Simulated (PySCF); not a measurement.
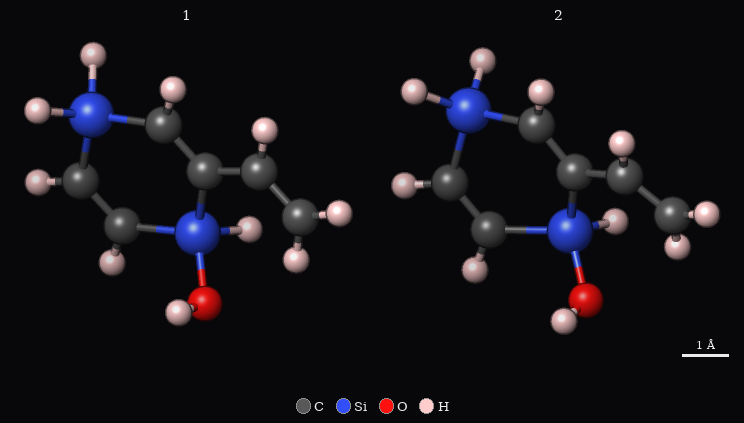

Two geometries of C$_{6}$H$_{10}$OSi$_{2}$, drawn at one scale. One is the start of a relaxation, the other its converged end. The picture is a ball-and-stick view, seen at a tilt.

Level of theory: PBE0-D3(BJ)/def2-SVP geometry optimisation, gas phase in PySCF 2.14.0, density-fitted response routines. 

**Which of the two is the end point?**

Structure 1 is the relaxed one. The start comes from GFN2-xTB. Its atoms were then displaced at random by about 0.01 Å. The atom that moves furthest after the best rigid fit is an H atom (0.55 Å). Largest moves by element: H 0.55 Å, O 0.28 Å, C 0.22 Å, Si 0.20 Å. Among the contacts that change: C–H 1.051 → 1.103 Å, O–Si 1.625 → 1.675 Å, Si–Si 3.441 → 3.483 Å, C–Si 1.907 → 1.866 Å. Among the angles between lasting bonds that change: Si–O–H 123.9° → 115.9°, C–C–H 122.5° → 116.7°, C–C–Si 123.7° → 127.4°. The energy falls by 0.319 eV in 11 geometry steps.
